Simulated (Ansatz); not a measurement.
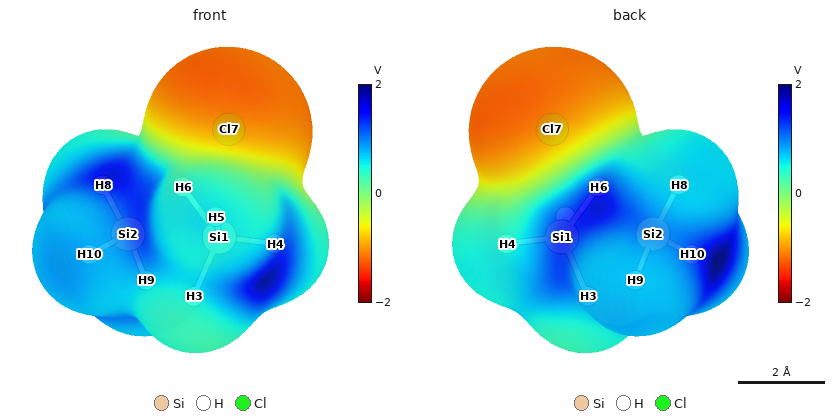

SiH₄···H₃Si···Cl. The electrostatic potential painted on the density surface at 0.002 e/bohr³, seen from the front and from behind; the colour scale runs from red (negative) to blue (positive).

A transition-state structure; geometry: PBE0-D4/def2-TZVP.

Method: RKS PBE0-D4/def2-TZVPP (Ansatz).

```xyz
10

Si   -0.6387    0.8092   -0.6454
Si    0.8132   -1.0709    0.2941
H    -0.1165    0.0164   -1.8199
H    -2.0965    0.6064   -0.6729
H    -0.0320    2.1423   -0.7917
H    -0.1480    0.2691    0.8950
Cl   -0.9920    1.4760    1.8294
H     1.1269   -1.3827    1.7105
H     0.0515   -2.1686   -0.3421
H     2.0321   -0.6972   -0.4570
```

### Describe the electrostatic potential map.

The most negative region (about −1.2 V) lies over Cl7, the most positive (about +1.9 V) over Si1 and Si2.
